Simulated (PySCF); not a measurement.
# C2H5Si2 (SMILES [SiH2]C#C[SiH3]) at UHF/STO-3G

Aim: the vertical doublet–quartet gap of C2H5Si2 at UHF/STO-3G, from 2 runs. Input form: a Python script.

The results are computed with PySCF 2.14.0.

### 1 The structure to begin with

C2H5Si2: 9 atoms, total charge 0, spin state doublet. SMILES: `[SiH2]C#C[SiH3]`. The shape is that of a PBE0-D4/def2-TZVP optimisation.

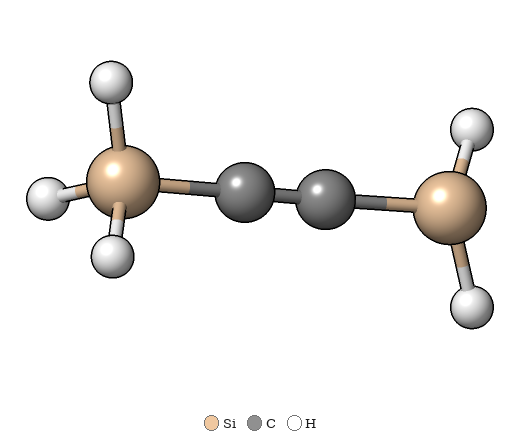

The structure, seen from a chosen angle (silicon light orange, carbon grey, hydrogen white).

### 2 A single-point energy at UHF/STO-3G

job.py

```python
from pyscf import gto

mol = gto.M(
    atom='''
Si  -0.083300   2.376400  -1.321900
C   -0.023100   0.801400  -0.449000
C    0.126900  -0.244300   0.159700
Si   0.325700  -1.814500   1.066500
H   -0.415500   2.194400  -2.755900
H   -0.980900   3.343200  -0.644000
H   -0.967800  -2.540700   1.082700
H    1.354200  -2.640400   0.388100
H    0.752400  -1.521900   2.456600
''',
    verbose=4,
    charge=0,
    spin=1,
    max_memory=1860,
    basis='sto-3g',
)

mf = mol.UHF()
mf.conv_tol = 1e-10
mf.kernel()
if not mf.converged:
    mf = mf.newton().run(mf.mo_coeff, mf.mo_occ)

e_tot = mf.e_tot
print('Final energy', e_tot)
```

On the command line:

```sh
OMP_NUM_THREADS=1 python job.py
```

The log of the run:

```text
PySCF version 2.14.0

[... 133 lines left out ...]
converged SCF energy = -648.824862584032  <S^2> = 1.0560962  2S+1 = 2.2856913
Final energy -648.824862584032
```

It took 1.1 s on 1 thread of Arm Neoverse V1, shared host; peak memory 0.11 GiB.

### 3 The quartet

run.py

```python
from pyscf import gto

mol = gto.M(
    atom='''
Si    -0.157414     4.490745    -2.498029
C     -0.043653     1.514427    -0.848487
C      0.239806    -0.461660     0.301789
Si     0.615484    -3.428908     2.015393
H     -0.785181     4.146815    -5.207896
H     -1.853632     6.317732    -1.216984
H     -1.828877    -4.801227     2.046006
H      2.559067    -4.989633     0.733403
H      1.421830    -2.875974     4.642301
''',
    max_memory=1860,
    verbose=3,
    unit='bohr',
    basis='sto-3g',
    spin=3,
    charge=0,
)

calc0 = mol.UHF()
calc0.conv_tol = 1e-10
calc0.kernel()
if not calc0.converged:
    calc0 = calc0.newton().run(calc0.mo_coeff, calc0.mo_occ)

e_tot = calc0.e_tot
print('Final energy', e_tot)
```

On the command line:

```sh
OMP_NUM_THREADS=1 python run.py
```

The log of the run:

```text
WARN: HOMO 0.151191479175085 >= LUMO -0.277533910497286

converged SCF energy = -648.626659853888  <S^2> = 3.8350788  2S+1 = 4.0423156
Final energy -648.6266598538879
```

It took 1.1 s on 1 thread of Arm Neoverse V1, shared host; peak memory 0.11 GiB.

### 4 Results

Level: UHF/STO-3G.

| quantity | value |
| --- | --- |
| doublet: total energy | -648.82486 Eh |
| doublet: dipole moment | 0.64 D |
| doublet: HOMO energy (highest over α and β) | -6.43 eV |
| doublet: LUMO energy (lowest over α and β) | 6.16 eV |
| doublet: ⟨S²⟩ | 1.056 |
| quartet: total energy | -648.62666 Eh |
| quartet: dipole moment | 0.60 D |
| quartet: HOMO energy (highest over α and β) | -2.79 eV |
| quartet: LUMO energy (lowest over α and β) | 5.25 eV |
| quartet: ⟨S²⟩ | 3.835 |
| vertical energy of the quartet above the doublet | 5.393 eV |

**Reading.** At this shape the quartet lies 5.39 eV (124 kcal/mol) above the doublet. In a minimal basis such a difference can be off by several eV, whatever the method. ⟨S²⟩ (doublet) is 1.06 where a pure doublet has 0.75: the reference is spin-contaminated. Mulliken charges (doublet) run from -0.28 on C3 to +0.72 on Si4; they depend strongly on the basis. Mulliken charges (quartet) run from -0.26 on C2 to +0.72 on Si4; they depend strongly on the basis.
